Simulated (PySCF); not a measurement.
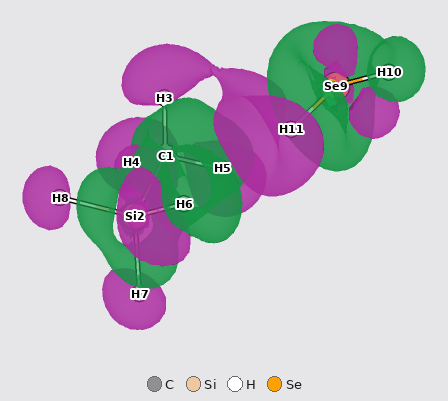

Figure. CH8SeSi, SMILES `C[SiH3].[SeH2]`. Density of the complex less the densities of the two fragments at the same geometry, ±0.0006 e/Å³ (green: gain, purple: loss). Fragment A: SiH6C (atoms 1–8); fragment B: H2Se.

Computed with PySCF, HF/cc-pVTZ, geometry: GFN2-xTB. GFN2-xTB bond lengths at metals and heavier atoms can be off by up to 0.1 Å and shapes distorted, which carries into these values.

Geometry (Å), atoms numbered from 1:

```
C1      -1.7190    1.1805    0.0157
Si2     -2.6552   -0.4656   -0.0069
H3      -1.1862    1.3187    0.9541
H4      -2.3930    2.0239   -0.1056
H5      -0.9855    1.2311   -0.7874
H6      -1.6929   -1.5634    0.1819
H7      -3.3292   -0.6451   -1.2928
H8      -3.6312   -0.4964    1.0823
Se9      1.6867   -0.0126   -0.0081
H10      2.7098   -1.0127    0.1217
H11      0.6456   -0.9914    0.1250
```

**How is the density rearranged on binding?**

Hirshfeld charges show almost no net transfer (under 0.005 e). By Hirshfeld charges, electrons gather most on Se9 (−0.006 e) and leave H11 most (+0.003 e); 0.03 e is displaced in all, which induces a dipole of 0.18 D.

**What is the interaction energy, and which contacts carry it?**

The counterpoise-corrected interaction energy of the frozen fragments is +1.5 kcal/mol without dispersion correction and −1.9 kcal/mol with D3(BJ). The pair geometry is semi-empirical, not a minimum at this level. Contacts: H6···H11, H···H contact, 2.41 Å, ρ = 0.006 a.u.; H5···Se9, weak C–H hydrogen bond, 3.05 Å, ρ = 0.005 a.u. The pose is a local one from a semi-empirical search, not shown to be the most stable.
